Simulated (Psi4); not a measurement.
**B2PLYP/cc-pVDZ (density fitting for correlation) run of BBr2F (dibromofluoroborane)**

What is the vertical ionisation energy of BBr2F (dibromofluoroborane) at B2PLYP/cc-pVDZ (density fitting for correlation)? 

Program for the calculation: Psi4 1.11.

## (1) The structure to begin with

BBr2F has 4 atoms, charge 0, and is taken as a singlet. As SMILES, `FB(Br)Br`. The shape is that of a PBE0-D4/def2-TZVP optimisation.

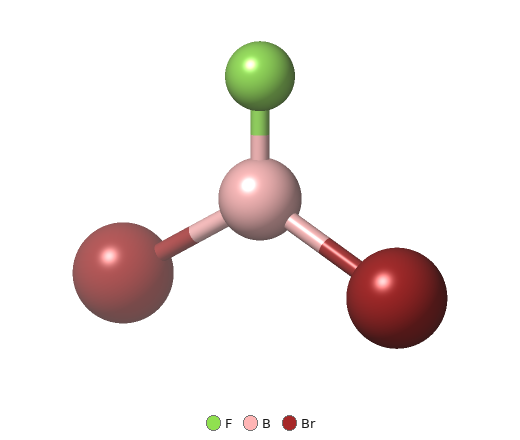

Viewed from a chosen angle; fluorine green, boron pink, bromine red.

## (2) A single-point energy at B2PLYP/cc-pVDZ (density fitting for correlation)

The input, bbr2f.json:

```json
{
  "schema_name": "qcschema_input",
  "schema_version": 1,
  "molecule": {
    "schema_name": "qcschema_molecule",
    "schema_version": 2,
    "symbols": ["F", "B", "Br", "Br"],
    "geometry": [2.48791893, 0.88053679, 0.68855951, 0.23425045, 0.08271331, 0.06455304, -0.91281331, -3.07915754, 1.32554839, -1.80935607, 2.11590744, -2.07866094],
    "molecular_charge": 0,
    "molecular_multiplicity": 1,
    "fix_symmetry": "c1"
  },
  "driver": "energy",
  "model": {
    "method": "b2plyp",
    "basis": "cc-pVDZ"
  },
  "keywords": {
    "puream": true,
    "e_convergence": 1e-09,
    "d_convergence": 1e-08,
    "scf_type": "pk",
    "dft_radial_points": 99,
    "dft_spherical_points": 590,
    "num_frozen_docc": 20
  }
}
```

Launch:

```bash
$ psi4 --qcschema bbr2f.json -n 1 --memory 2200MB
```

stdout:

```text
[...]
  Running in c1 symmetry.
[...]
  Nuclear repulsion =  430.663016925350576
[...]
  Multiplicity = 1
[...]
  Nalpha       = 42
  Nbeta        = 42
[...]
    Number of basis functions: 82
[...]
   @RKS iter   1: -5271.72200258899102   -2.93886e+00   9.97765e-03 ADIIS/DIIS
[...]
   @RKS iter  11: -5271.95603847085113   -3.63798e-12   3.61729e-09 DIIS
[...]
    Orbital Energies [Eh]
    ---------------------
    Doubly Occupied:
       1A   -485.907734     2A   -485.907731     3A    -63.660017
       4A    -63.660014     5A    -57.283952     6A    -57.283950
       7A    -57.282637     8A    -57.282635     9A    -57.282168
      10A    -57.282165    11A    -25.417351    12A     -9.205562
      13A     -9.205537    14A     -7.282609    15A     -6.943125
      16A     -6.943121    17A     -6.936462    18A     -6.936460
      19A     -6.934668    20A     -6.934664    21A     -2.898961
      22A     -2.898954    23A     -2.896753    24A     -2.896744
      25A     -2.895145    26A     -2.895127    27A     -2.889095
      28A     -2.889090    29A     -2.889005    30A     -2.889000
      31A     -1.429990    32A     -0.928101    33A     -0.897446
      34A     -0.684985    35A     -0.599182    36A     -0.588735
[...]
  @RKS Final Energy: -5271.95603847085113
   => Energetics <=
    Nuclear Repulsion Energy =            430.6630169253505755
    One-Electron Energy =               -8194.9260680605802918
    Two-Electron Energy =                2586.0426571060829701
    DFT Exchange-Correlation Energy =     -93.7356444417049204
    Empirical Dispersion Energy =           0.0000000000000000
    VV10 Nonlocal Energy =                  0.0000000000000000
    Total Energy =                      -5271.9560384708520360
[...]
 Multipole Moments:
 ------------------------------------------------------------------------------------
     Multipole            Electronic (a.u.)      Nuclear  (a.u.)        Total (a.u.)
 ------------------------------------------------------------------------------------
 L = 1.  Multiply by 2.5417464519 to convert [e a0] to [Debye]
 Dipole X            :         -2.1534954            2.0637667           -0.0897287
 Dipole Y            :         -0.7622326            0.7303475           -0.0318851
 Dipole Z            :         -0.5960272            0.5710683           -0.0249588
 Magnitude           :                                                    0.0984421
[...]
```

The result, in JSON:

```text
{
 "driver": "energy",
 "model": {
  "method": "b2plyp",
  "basis": "cc-pVDZ"
 },
 "success": true,
 "return_result": -5272.128141795082,
 "properties": {
  "calcinfo_nbasis": 82,
  "calcinfo_nmo": 82,
  "calcinfo_nalpha": 42,
  "calcinfo_nbeta": 42,
  "calcinfo_natom": 4,
  "nuclear_repulsion_energy": 430.6630169253506,
  "return_energy": -5272.128141795082,
  "scf_one_electron_energy": -8194.92606806058,
  "scf_two_electron_energy": 2586.042657106083,
  "scf_xc_energy": -93.73564444170492,
  "scf_dipole_moment": [-0.08972868644096099, -0.031885085405461755, -0.0249588400889611],
  "scf_total_energy": -5271.956038470851,
  "scf_iterations": 11
 }
}
```

Run time: 38 s. Hardware: 1 thread of AMD EPYC 7R43 (Zen 3), shared host; peak memory 0.93 GiB.

## (3) The doublet cation, same level

The input, input.in:

```
memory 2.2 GB

molecule {
  1 2
  F      1.316550     0.465960     0.364370
  B      0.123960     0.043770     0.034160
  Br    -0.483040    -1.629420     0.701450
  Br    -0.957470     1.119690    -1.099980
  symmetry c1
}

set basis cc-pVDZ
set reference uks
set puream true
set e_convergence 1e-09
set d_convergence 1e-08
set scf_type pk
set dft_radial_points 99
set dft_spherical_points 590
set num_frozen_docc 20
set maxiter 100

energy('b2plyp')
```

Launch:

```bash
$ psi4 -i input.in -o input.out -n 1
```

input.out:

```text
[...]
  Running in c1 symmetry.
[...]
  Nuclear repulsion =  430.663016420337158
[...]
  Multiplicity = 2
[...]
  Nalpha       = 42
  Nbeta        = 41
[...]
    Number of basis functions: 82
[...]
   @UKS iter   1: -5271.39856020255775   -2.61542e+00   8.82918e-03 DIIS/ADIIS
[...]
   @UKS iter  14: -5271.55796630768600   -1.81899e-12   6.03330e-09 DIIS
[...]
   @S^2 Observed:                7.600327830E-01
[...]
    Orbital Energies [Eh]
    ---------------------
    Alpha Occupied:
       1A   -486.189835     2A   -486.189826     3A    -63.940451
       4A    -63.940442     5A    -57.566253     6A    -57.566244
       7A    -57.563337     8A    -57.563329     9A    -57.562007
      10A    -57.561999    11A    -25.625961    12A     -9.486298
      13A     -9.486272    14A     -7.514879    15A     -7.225638
      16A     -7.225628    17A     -7.218670    18A     -7.218662
      19A     -7.212384    20A     -7.212377    21A     -3.179533
      22A     -3.179517    23A     -3.179369    24A     -3.179358
      25A     -3.173498    26A     -3.173489    27A     -3.168973
      28A     -3.168961    29A     -3.168234    30A     -3.168226
      31A     -1.634807    32A     -1.199497    33A     -1.171152
      34A     -0.891447    35A     -0.812460    36A     -0.790577
[...]
  @UKS Final Energy: -5271.55796630768600
   => Energetics <=
    Nuclear Repulsion Energy =            430.6630164203371578
    One-Electron Energy =               -8172.7290920402811025
    Two-Electron Energy =                2564.0724584510039676
    DFT Exchange-Correlation Energy =     -93.5643491387464081
    Empirical Dispersion Energy =           0.0000000000000000
    VV10 Nonlocal Energy =                  0.0000000000000000
    Total Energy =                      -5271.5579663076869110
[...]
 Multipole Moments:
 ------------------------------------------------------------------------------------
     Multipole            Electronic (a.u.)      Nuclear  (a.u.)        Total (a.u.)
 ------------------------------------------------------------------------------------
 L = 1.  Multiply by 2.5417464519 to convert [e a0] to [Debye]
 Dipole X            :         -2.3308510            2.0637667           -0.2670843
 Dipole Y            :         -0.8249099            0.7303475           -0.0945624
 Dipole Z            :         -0.6451993            0.5710683           -0.0741309
 Magnitude           :                                                    0.2928677
[...]
```

It took 47 s on 1 thread of AMD EPYC 7R43 (Zen 3), shared host; peak memory 0.94 GiB.

## (4) Summary of results

Level: B2PLYP/cc-pVDZ (density fitting for correlation), 20 core orbitals frozen.

```
                                                                quantity           value
                                             singlet BBr2F: total energy  -5272.12814 Eh
                        singlet BBr2F: HOMO energy (SCF part's orbitals)        -9.58 eV
                        singlet BBr2F: LUMO energy (SCF part's orbitals)         0.31 eV
                      singlet BBr2F: HOMO–LUMO gap (SCF part's orbitals)         9.89 eV
                                            doublet cation: total energy  -5271.73040 Eh
doublet cation: HOMO energy (SCF part's orbitals) (highest over α and β)       -15.67 eV
 doublet cation: LUMO energy (SCF part's orbitals) (lowest over α and β)       -12.08 eV
                                                    doublet cation: ⟨S²⟩           0.760
                      vertical ionisation energy (to the doublet cation)       10.823 eV
```

**Reading.** Removing an electron at fixed nuclei costs 10.82 eV (1044 kJ/mol). The negative HOMO energy of the first species, 9.58 eV, lies 1.24 eV below that difference.
